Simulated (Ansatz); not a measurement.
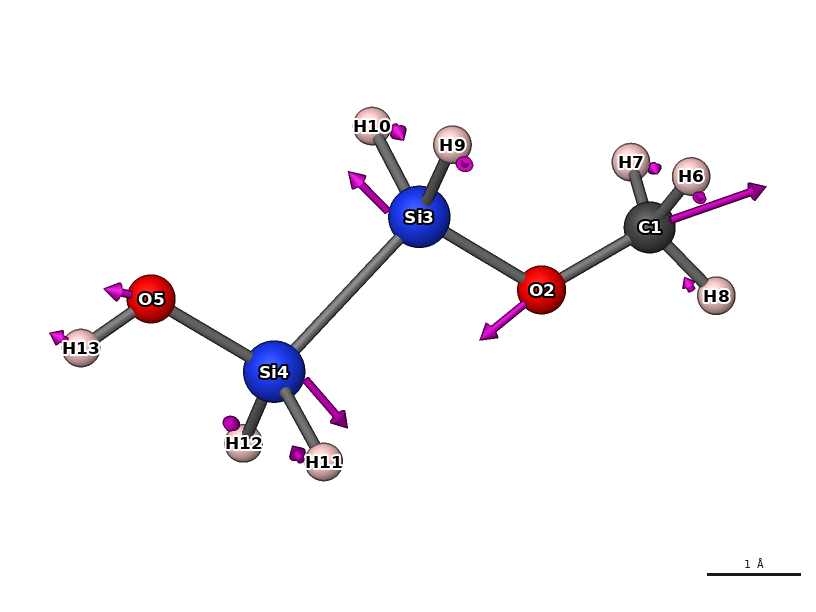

Arrows show the forces on the atoms, 3 Å of arrow for 1 eV/Å; forces under a tenth of the largest aren't drawn. Level of theory: B3LYP-D4/def2-TZVPP (Ansatz 0.2.0).

Question: On which atom is the force largest, and how large is it?

Answer: On C1: 0.39 eV/Å.

Question: Which bond do the forces act along most?

Answer: C1–O2, now 1.408 Å: the forces push its atoms apart, so a first step downhill lengthens it.

List the force components in the frame of the picture (x right, y up, z towards the viewer), in eV/Å.

```json
{"atom": "C1", "Fx": "0.35", "Fy": "0.12", "Fz": "−0.13"}
{"atom": "O2", "Fx": "−0.17", "Fy": "−0.13", "Fz": "0.05"}
{"atom": "Si3", "Fx": "−0.14", "Fy": "0.14", "Fz": "0.07"}
{"atom": "Si4", "Fx": "0.15", "Fy": "−0.18", "Fz": "−0.08"}
{"atom": "O5", "Fx": "−0.10", "Fy": "0.02", "Fz": "0.04"}
{"atom": "H6", "Fx": "−0.02", "Fy": "−0.03", "Fz": "−0.05"}
{"atom": "H7", "Fx": "0.02", "Fy": "−0.03", "Fz": "0.04"}
{"atom": "H8", "Fx": "−0.03", "Fy": "0.05", "Fz": "0.02"}
{"atom": "H9", "Fx": "−0.02", "Fy": "−0.04", "Fz": "−0.07"}
{"atom": "H10", "Fx": "0.03", "Fy": "−0.05", "Fz": "0.06"}
{"atom": "H11", "Fx": "−0.03", "Fy": "0.05", "Fz": "−0.06"}
{"atom": "H12", "Fx": "0.02", "Fy": "0.04", "Fz": "0.07"}
{"atom": "H13", "Fx": "−0.06", "Fy": "0.03", "Fz": "0.03"}
```
